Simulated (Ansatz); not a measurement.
```
CELL_PARAMETERS angstrom
4.08494 0.00000 0.00000
-2.04247 3.53766 0.00000
0.00000 0.00000 4.42557
ATOMIC_POSITIONS crystal
Na 0.00000 0.00000 0.00000
P 0.33333 0.66667 0.50000
P 0.66667 0.33333 0.50000
```

Space group P6/mmm; a structure generated by program, which may or may not match a known phase; computed without spin polarisation.

Level of theory: DFT PBE, scalar-relativistic, plane waves, PAW in Ansatz 0.2.0.

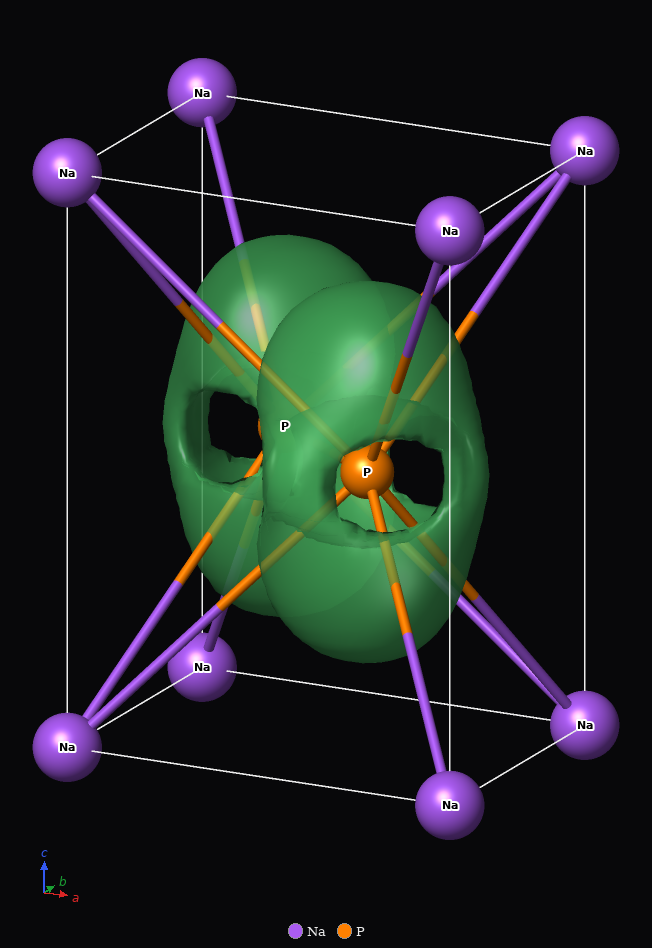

NaP$_{2}$. Isosurface of the ELF at 0.75 (green), seen slightly off an axis. Core shells and regions of very low density are left out. Sticks mark near contacts.

Core electrons are frozen (PAW), and the valence fields are smoothed inside the atomic spheres.

> Where are the electrons localised?

At this value the surface marks out two regions wrapped around P (the valence shell of each), counted in one cell of 3 atoms. Any copies at cell faces, edges or corners count once. Along the contacts the grid gives the following. P–P (2.36 Å): the ELF peaks at about 0.80 between the atoms. Na–P (3.23 Å): the ELF peaks at about 0.85 in the valence shell of P, 0.8 Å from its nucleus, and is about 0.30 at the midpoint; no shared electron pair shows on this line.
